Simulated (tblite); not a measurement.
C₃H₁₀NOSi: geometry relaxation (part 4 of 4)

C₃H₁₀NOSi, multiplicity 2; GFN2-xTB geometry optimisation, gas phase (tblite 0.8.0). It belongs to a series of runs on one base structure; here: H removed from N.

Geometry of the input (Å):
```
C  -2.6237  -0.0577  -0.3337
C  -1.1445  0.2110  -0.4202
O  -0.6601  0.4706  0.9152
C  0.6805  0.9957  0.9098
Si 2.1311  -0.0956  0.4083
N  2.1885  -0.3418  -1.3477
H  -3.0419  -0.2669  -1.3271
H  -2.8355  -0.8976  0.3327
H  -3.1491  0.8091  0.0865
H  -0.9559  1.0638  -1.0603
H  -0.6475  -0.6830  -0.8156
H  0.8656  1.2730  1.9605
H  0.6909  1.9237  0.3537
H  2.0801  -1.4279  1.0498
H  3.4071  0.5623  0.7941
H  3.0067  -0.9329  -1.5174
```

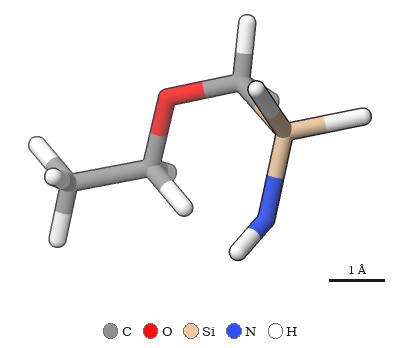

**Figure 1.** The geometry at step 105 of the log (stick view, seen at a tilt).

## Trajectory as extended XYZ, continued
```
16
Properties=species:S:1:pos:R:3:forces:R:3 step=93 energy=-548.96666
C    -2.3049   -0.2387   -0.4879   -0.0030  -0.0010   0.0040
C    -0.9979    0.5323   -0.4371   -0.0110   0.0000  -0.0030
O    -0.5320    0.5799    0.8846    0.0140  -0.0130  -0.0130
C     0.7384    1.0889    1.0247    0.0080   0.0010  -0.0080
Si    2.0812   -0.2631    0.4486   -0.0150  -0.0020   0.0100
N     1.6640   -0.5270   -1.1321   -0.0190   0.0190   0.0160
H    -2.6009   -0.4056   -1.5195    0.0140   0.0190   0.0020
H    -2.1808   -1.1976    0.0082    0.0000  -0.0060  -0.0190
H    -3.0927    0.3120    0.0208    0.0070  -0.0020   0.0100
H    -1.1180    1.5518   -0.8337    0.0060  -0.0100  -0.0020
H    -0.2065    0.0382   -1.0480   -0.0210  -0.0070   0.0000
H     0.8987    1.3010    2.0774    0.0050  -0.0040  -0.0090
H     0.9013    1.9803    0.4179    0.0080   0.0080   0.0050
H     2.0150   -1.2641    1.5193    0.0050   0.0040   0.0050
H     3.2947    0.5514    0.5535   -0.0060   0.0040  -0.0060
H     1.4328   -1.4337   -1.5080    0.0080  -0.0100   0.0060
16
Properties=species:S:1:pos:R:3:forces:R:3 step=96 energy=-548.96716
C    -2.3028   -0.2387   -0.4899   -0.0150   0.0070   0.0060
C    -0.9976    0.5342   -0.4379   -0.0020  -0.0240   0.0120
O    -0.5299    0.5754    0.8830   -0.0080   0.0040   0.0110
C     0.7389    1.0873    1.0242    0.0030   0.0080  -0.0030
Si    2.0785   -0.2662    0.4516    0.0210   0.0270  -0.0410
N     1.6620   -0.5313   -1.1298   -0.0140   0.0130   0.0570
H    -2.6021   -0.3942   -1.5222   -0.0040   0.0230   0.0000
H    -2.1761   -1.2036   -0.0064    0.0040  -0.0020  -0.0110
H    -3.0865    0.3072    0.0304   -0.0020  -0.0180  -0.0040
H    -1.1201    1.5547   -0.8297    0.0090  -0.0010  -0.0050
H    -0.2074    0.0422   -1.0504   -0.0020  -0.0070  -0.0200
H     0.8981    1.3031    2.0764    0.0040  -0.0100  -0.0080
H     0.9010    1.9772    0.4156    0.0090   0.0180   0.0000
H     2.0206   -1.2569    1.5307   -0.0030  -0.0170   0.0080
H     3.2903    0.5534    0.5454   -0.0070  -0.0040  -0.0020
H     1.4256   -1.4379   -1.5025    0.0070  -0.0160   0.0000
16
Properties=species:S:1:pos:R:3:forces:R:3 step=98 energy=-548.96800
C    -2.3005   -0.2386   -0.4941   -0.0110  -0.0050  -0.0040
C    -0.9969    0.5349   -0.4362    0.0050  -0.0170   0.0120
O    -0.5278    0.5704    0.8836   -0.0110   0.0240   0.0210
C     0.7390    1.0882    1.0227    0.0070   0.0070   0.0090
Si    2.0784   -0.2649    0.4547    0.0370   0.0260  -0.0470
N     1.6535   -0.5410   -1.1227   -0.0080   0.0180   0.0590
H    -2.6044   -0.3662   -1.5288   -0.0340   0.0220   0.0000
H    -2.1700   -1.2173   -0.0399    0.0100   0.0080  -0.0010
H    -3.0792    0.2927    0.0484   -0.0050  -0.0210  -0.0190
H    -1.1197    1.5569   -0.8235   -0.0010   0.0080  -0.0010
H    -0.2061    0.0482   -1.0512    0.0110  -0.0260  -0.0320
H     0.8978    1.3070    2.0736    0.0090  -0.0070   0.0170
H     0.8980    1.9780    0.4134    0.0030   0.0140  -0.0070
H     2.0304   -1.2473    1.5420   -0.0060  -0.0160   0.0040
H     3.2913    0.5547    0.5290   -0.0070   0.0010   0.0050
H     1.4086   -1.4499   -1.4825    0.0020  -0.0360  -0.0180
16
Properties=species:S:1:pos:R:3:forces:R:3 step=100 energy=-548.96881
C    -2.3023   -0.2370   -0.4975    0.0050  -0.0100  -0.0110
C    -0.9954    0.5306   -0.4328    0.0000   0.0070  -0.0070
O    -0.5276    0.5669    0.8872    0.0050   0.0200   0.0020
C     0.7381    1.0905    1.0229    0.0070   0.0070   0.0110
Si    2.0816   -0.2589    0.4563    0.0130  -0.0070   0.0000
N     1.6475   -0.5476   -1.1157   -0.0150   0.0050   0.0020
H    -2.6158   -0.3355   -1.5324   -0.0320   0.0210  -0.0020
H    -2.1725   -1.2282   -0.0721    0.0140   0.0010   0.0110
H    -3.0748    0.2817    0.0654   -0.0030  -0.0080  -0.0140
H    -1.1125    1.5537   -0.8206   -0.0110   0.0020   0.0010
H    -0.2040    0.0432   -1.0484   -0.0010  -0.0310  -0.0130
H     0.8976    1.3137    2.0726    0.0090  -0.0090   0.0260
H     0.8906    1.9806    0.4115    0.0060   0.0010  -0.0030
H     2.0380   -1.2426    1.5440    0.0010   0.0070   0.0010
H     3.2961    0.5567    0.5146    0.0050   0.0230   0.0170
H     1.4079   -1.4617   -1.4663   -0.0030  -0.0290  -0.0210
16
Properties=species:S:1:pos:R:3:forces:R:3 step=103 energy=-548.96934
C    -2.3035   -0.2361   -0.4997   -0.0030   0.0020   0.0000
C    -0.9943    0.5283   -0.4318    0.0050   0.0020  -0.0100
O    -0.5271    0.5671    0.8893    0.0020  -0.0040  -0.0160
C     0.7386    1.0918    1.0253   -0.0050   0.0000  -0.0030
Si    2.0831   -0.2568    0.4562   -0.0040  -0.0110   0.0100
N     1.6448   -0.5522   -1.1133   -0.0180  -0.0310  -0.0210
H    -2.6269   -0.3169   -1.5336    0.0000   0.0030   0.0060
H    -2.1738   -1.2328   -0.0871    0.0080   0.0010  -0.0030
H    -3.0729    0.2762    0.0728    0.0000   0.0030   0.0090
H    -1.1098    1.5519   -0.8186    0.0000  -0.0070  -0.0140
H    -0.2043    0.0353   -1.0477   -0.0160   0.0040   0.0160
H     0.8985    1.3159    2.0757    0.0010  -0.0110  -0.0080
H     0.8887    1.9804    0.4107    0.0130   0.0020   0.0140
H     2.0406   -1.2385    1.5461    0.0090   0.0120  -0.0010
H     3.2954    0.5626    0.5083    0.0060   0.0200   0.0200
H     1.4153   -1.4702   -1.4638    0.0020   0.0160   0.0010
16
Properties=species:S:1:pos:R:3:forces:R:3 step=105 energy=-548.96958
C    -2.3036   -0.2357   -0.5003   -0.0110   0.0050   0.0030
C    -0.9946    0.5284   -0.4328   -0.0010  -0.0010  -0.0020
O    -0.5256    0.5652    0.8876   -0.0080   0.0000  -0.0040
C     0.7391    1.0911    1.0244   -0.0030  -0.0080  -0.0050
Si    2.0842   -0.2579    0.4562    0.0020   0.0070  -0.0090
N     1.6447   -0.5559   -1.1127   -0.0020  -0.0060   0.0070
H    -2.6297   -0.3082   -1.5340    0.0000  -0.0160   0.0110
H    -2.1714   -1.2343   -0.0924   -0.0010   0.0050  -0.0180
H    -3.0714    0.2733    0.0769   -0.0020   0.0040   0.0160
H    -1.1117    1.5522   -0.8177    0.0080   0.0030  -0.0190
H    -0.2077    0.0345   -1.0501    0.0050   0.0080   0.0070
H     0.8990    1.3135    2.0752    0.0000  -0.0060  -0.0110
H     0.8901    1.9796    0.4100    0.0100   0.0040   0.0160
H     2.0435   -1.2346    1.5502    0.0100   0.0040  -0.0010
H     3.2931    0.5683    0.5098   -0.0030   0.0030   0.0130
H     1.4142   -1.4735   -1.4616   -0.0020  -0.0050  -0.0050
16
Properties=species:S:1:pos:R:3:forces:R:3 step=107 energy=-548.96977
C    -2.3053   -0.2344   -0.5002   -0.0040   0.0010   0.0010
C    -0.9954    0.5279   -0.4338   -0.0090   0.0050   0.0000
O    -0.5251    0.5626    0.8858   -0.0070   0.0140   0.0070
C     0.7388    1.0897    1.0227    0.0010  -0.0070  -0.0020
Si    2.0866   -0.2574    0.4560    0.0050   0.0100  -0.0090
N     1.6466   -0.5595   -1.1118    0.0060   0.0170   0.0150
H    -2.6340   -0.3001   -1.5334   -0.0100  -0.0190   0.0060
H    -2.1711   -1.2356   -0.0996   -0.0090   0.0040  -0.0140
H    -3.0707    0.2715    0.0831    0.0030   0.0010   0.0110
H    -1.1117    1.5517   -0.8187    0.0070   0.0090  -0.0120
H    -0.2101    0.0338   -1.0514    0.0180  -0.0040  -0.0080
H     0.8988    1.3114    2.0732    0.0000  -0.0060   0.0030
H     0.8905    1.9791    0.4099    0.0020   0.0020   0.0080
H     2.0475   -1.2316    1.5524    0.0110   0.0020  -0.0020
H     3.2928    0.5739    0.5128   -0.0120  -0.0080   0.0050
H     1.4140   -1.4770   -1.4586   -0.0040  -0.0210  -0.0090
16
Properties=species:S:1:pos:R:3:forces:R:3 step=109 energy=-548.97000
C    -2.3094   -0.2317   -0.4998    0.0070  -0.0060  -0.0030
C    -0.9962    0.5257   -0.4352   -0.0030   0.0060  -0.0040
O    -0.5259    0.5611    0.8846   -0.0040   0.0200   0.0040
C     0.7381    1.0878    1.0219   -0.0010   0.0040   0.0020
Si    2.0896   -0.2555    0.4560   -0.0010  -0.0010   0.0030
N     1.6495   -0.5623   -1.1104    0.0040   0.0200  -0.0040
H    -2.6449   -0.2909   -1.5310   -0.0090  -0.0030  -0.0010
H    -2.1749   -1.2367   -0.1096   -0.0120  -0.0010   0.0050
H    -3.0700    0.2717    0.0924    0.0130  -0.0030   0.0050
H    -1.1078    1.5491   -0.8231    0.0050   0.0050  -0.0040
H    -0.2115    0.0278   -1.0507    0.0090  -0.0050  -0.0110
H     0.8980    1.3102    2.0721   -0.0020  -0.0140   0.0110
H     0.8906    1.9783    0.4111   -0.0040   0.0020  -0.0050
H     2.0528   -1.2284    1.5536    0.0130   0.0000   0.0000
H     3.2927    0.5802    0.5159   -0.0110  -0.0090  -0.0010
H     1.4217   -1.4804   -1.4592   -0.0020  -0.0140   0.0020
16
Properties=species:S:1:pos:R:3:forces:R:3 step=112 energy=-548.97020
C    -2.3115   -0.2305   -0.4996    0.0030  -0.0030  -0.0020
C    -0.9965    0.5247   -0.4376    0.0110  -0.0060  -0.0040
O    -0.5279    0.5642    0.8834   -0.0050   0.0010  -0.0100
C     0.7375    1.0872    1.0224   -0.0080   0.0080   0.0010
Si    2.0899   -0.2552    0.4570   -0.0090  -0.0060  -0.0020
N     1.6500   -0.5608   -1.1096   -0.0010  -0.0040  -0.0140
H    -2.6535   -0.2894   -1.5289    0.0040   0.0110   0.0030
H    -2.1791   -1.2367   -0.1118   -0.0010  -0.0040   0.0120
H    -3.0680    0.2735    0.0974    0.0080   0.0000   0.0020
H    -1.1047    1.5474   -0.8288    0.0010  -0.0050  -0.0060
H    -0.2118    0.0221   -1.0510   -0.0050   0.0090   0.0060
H     0.8967    1.3075    2.0735   -0.0060  -0.0110   0.0000
H     0.8919    1.9779    0.4124    0.0000   0.0040  -0.0010
H     2.0578   -1.2271    1.5552    0.0070  -0.0070   0.0030
H     3.2917    0.5808    0.5169    0.0020   0.0040   0.0000
H     1.4298   -1.4799   -1.4623    0.0010   0.0070   0.0130
16
Properties=species:S:1:pos:R:3:forces:R:3 step=114 energy=-548.97032
C    -2.3127   -0.2301   -0.4994    0.0010   0.0010   0.0010
C    -0.9969    0.5241   -0.4398    0.0030  -0.0050  -0.0020
O    -0.5289    0.5648    0.8812   -0.0020  -0.0050  -0.0040
C     0.7364    1.0868    1.0213   -0.0020   0.0010   0.0010
Si    2.0909   -0.2549    0.4574   -0.0060   0.0000  -0.0050
N     1.6515   -0.5607   -1.1095    0.0030  -0.0030   0.0000
H    -2.6585   -0.2846   -1.5277    0.0020   0.0050   0.0050
H    -2.1812   -1.2374   -0.1138    0.0050   0.0030   0.0020
H    -3.0655    0.2733    0.1025    0.0020   0.0040  -0.0010
H    -1.1037    1.5466   -0.8322   -0.0050  -0.0070  -0.0050
H    -0.2133    0.0207   -1.0530    0.0030   0.0030   0.0040
H     0.8951    1.3038    2.0731   -0.0050   0.0010  -0.0010
H     0.8917    1.9779    0.4119    0.0020   0.0030   0.0060
H     2.0640   -1.2260    1.5567   -0.0010  -0.0070  -0.0010
H     3.2917    0.5825    0.5193    0.0010   0.0060  -0.0040
H     1.4317   -1.4809   -1.4593   -0.0020   0.0000   0.0040
```

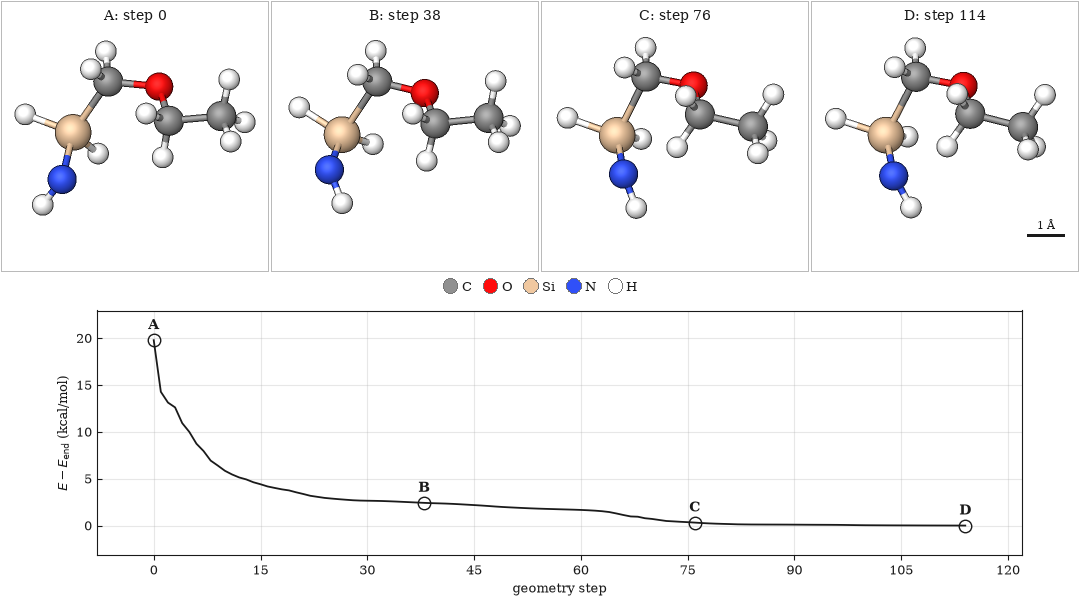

**Figure 2.** Frames of the relaxation (ball-and-stick view, seen at a tilt) above the curves, on which the letters mark them (steps are counted from 0).

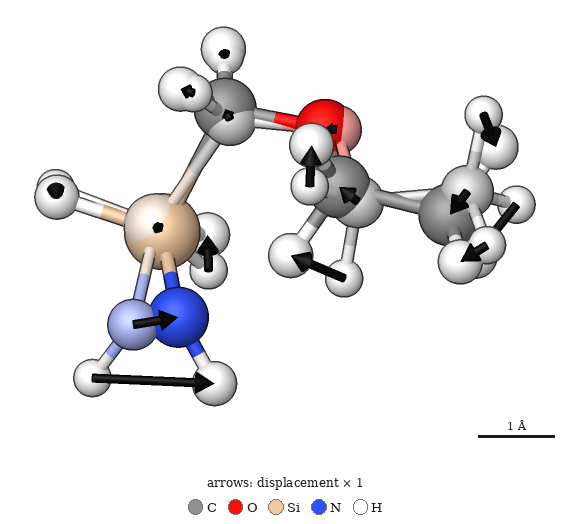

**Figure 3.** Start (faint) and end (solid) with the displacements as black arrows, at true length (ball-and-stick view, seen at a tilt). The two geometries are laid on each other by the best rigid fit. H16 moves most after the best rigid fit: 1.65 Å. By element the largest moves are H 1.65 Å, N 0.61 Å, C 0.40 Å, O 0.16 Å, Si 0.13 Å. Among the contacts that change: Si5–N6 1.774 → 1.656 Å, C4–Si5 1.883 → 1.988 Å, O3–C4 1.440 → 1.376 Å, C2–O3 1.444 → 1.402 Å. Among the angles that change: Si5–N6–H16 105.7° → 123.7°, N6–Si5–H14 107.8° → 125.6°, O3–C4–Si5 120.5° → 110.0°. The energy falls by 19.8 kcal/mol in 114 geometry steps. Largest force component: 2.6 eV/Å at the start, 0.007 eV/Å at the end. (Atoms are counted from 1 in the order of the input.)

## Summary

| quantity | value |
| --- | --- |
| outcome | converged |
| total energy | −548.9703 eV |
| wall time | 0.56 s |
| peak memory | 0.18 GiB |
